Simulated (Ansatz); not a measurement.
# GeH4O: what the fields show

Input file:

```
crystal:
  periodic: [false, false, false]
  atoms:
    - { symbol: Ge, position_ang: [0.0, 0.0, 0.0] }
    - { symbol: H, position_ang: [0.0, 0.0, 1.55] }
    - { symbol: H, position_ang: [1.4616, 0.0, -0.5162] }
    - { symbol: O, position_ang: [-0.8337, 1.4443, -0.5894] }
    - { symbol: H, position_ang: [-1.7915, 1.2136, -0.8118] }
    - { symbol: H, position_ang: [-0.73, -1.2648, -0.5162] }
basis:
  gaussian: { orbitals: def2-SVP }
hamiltonian:
  xc: hf
relax:
  f_tol: 0.02
  max_steps: 40
output:
  orbitals: {}
```

Command:

```sh
ansatz run input.yaml --threads 1 --pin off --max-ram 2048MiB --backend cpu --events-out ev --progress --plain --runs-dir out
```

The fields are those of the run's last geometry, not of the input's.

These are results of RHF/def2-SVP (Ansatz), not measurements.

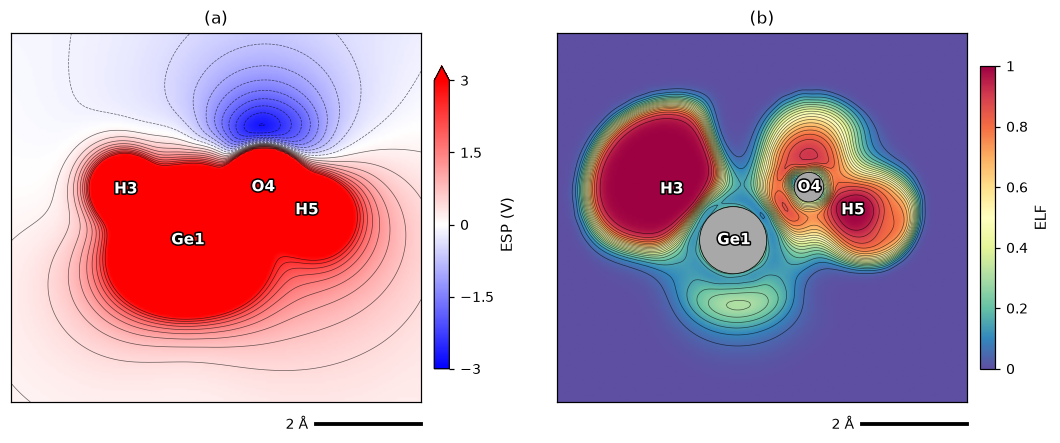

Figure 1. (a) electrostatic potential; (b) ELF on the plane of atoms Ge1, O4 and H5. Grey discs cover the atomic cores in the ELF map.

**Interpret the plot.**

- Atoms in the plane: Ge, H and O.
- Ge–O (1.77 Å): the ELF peaks at about 0.85 in the valence shell of O, 0.6 Å from its nucleus, and is about 0.30 at the midpoint.
- O–H (0.94 Å): the ELF climbs to about 1 towards the hydrogen, as it does in any bond to H; a covalent bond by its length.
- Ge–H (1.53 Å): the ELF climbs to about 1 towards the hydrogen.
- The ELF also peaks beside O4, away from the bonds: lone-pair regions.
- Outside the dense part of the molecule the potential is most negative (−2.7 V) near O4.

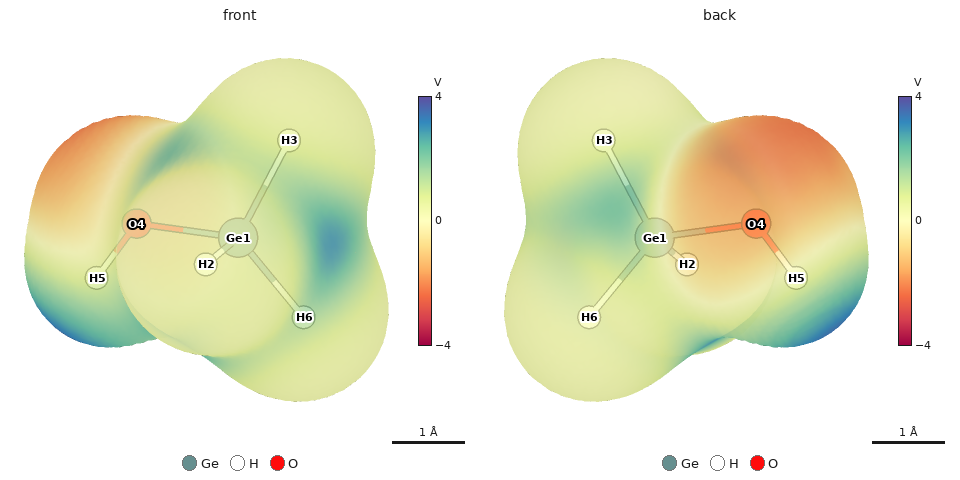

Figure 2. The molecular electrostatic potential painted on the density surface at 0.004 e/bohr³, seen from the front and from behind; red is negative and blue positive.

**Describe the electrostatic potential map.**

The most negative region (about −2.2 V) lies over O4, the most positive (about +3.3 V) over H5. O4 is the likeliest acceptor of a hydrogen bond.

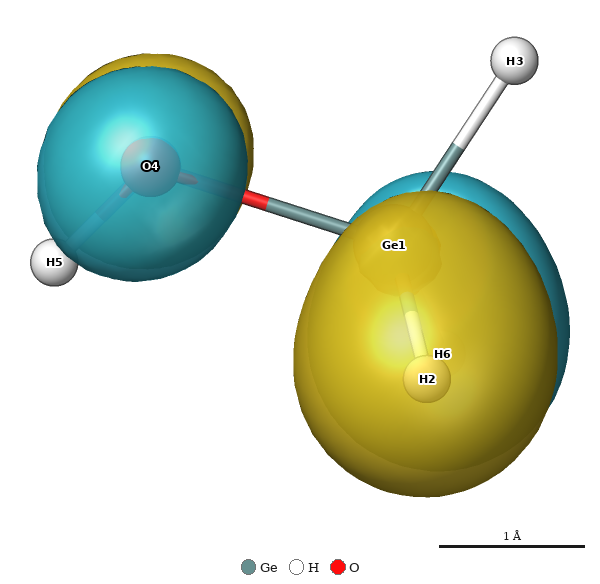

Figure 3. The HOMO at ±0.15 Å⁻³ᐟ² (yellow and cyan are the two phases), seen across its widest extent.

**Where does this orbital lie, and at what energy?**

Its weight (Hirshfeld) is mainly on O4 (about 30 %), Ge1 (about 25 %), H2 (about 20 %) and H6 (about 20 %). Its energy is −12.17 eV.

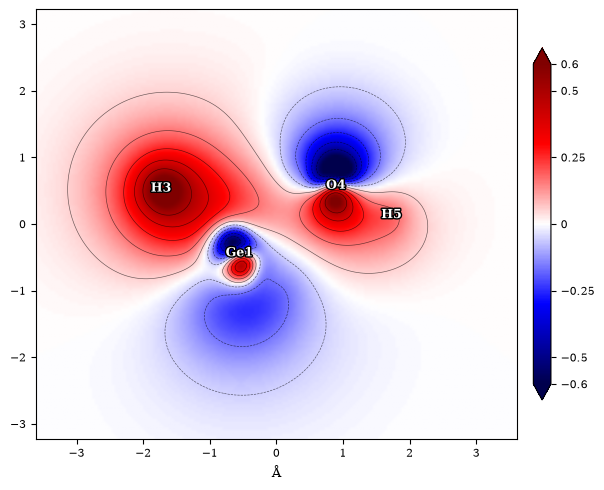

Figure 4. The HOMO−1 on the plane of atoms Ge1, O4 and H5 (values in Å⁻³ᐟ²; the overall sign is arbitrary).

**What is the character of this orbital?**

By Hirshfeld shares it lies mainly on Ge1 (about 35 %), H3 (about 25 %), O4 (about 15 %), H2 (about 10 %) and H6 (about 10 %). Its energy is −12.69 eV.
